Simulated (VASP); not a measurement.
Band structure of BN (zinc blende). Computed with PBE GGA with D3 dispersion (zero damping), VASP's PBE PAW potentials (set 64) (plane waves; VASP 6.6.1).

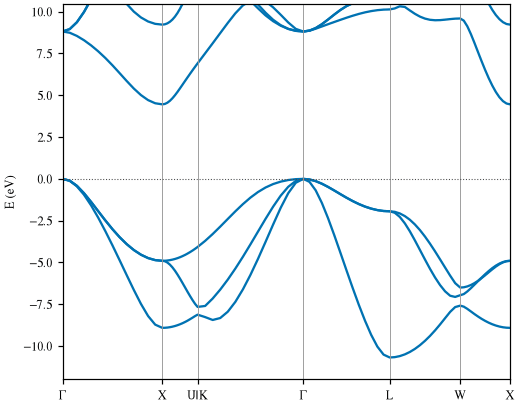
Fig. 1. Bands along high-symmetry lines, zero at the valence-band maximum or, without a gap, the Fermi level

### Question
Read the plot: is there a gap, and where are the band edges?

### Answer
The gap is indirect, 4.46 eV, from the valence maximum at Γ to the conduction minimum at X. (Edges off the drawn lines would not show.)

Measured: gap 6.20 eV at 300 K (computed value off by -1.74 eV), as given by arXiv:1206.3780.

The compound is BN in the zinc blende structure. It was relaxed first.
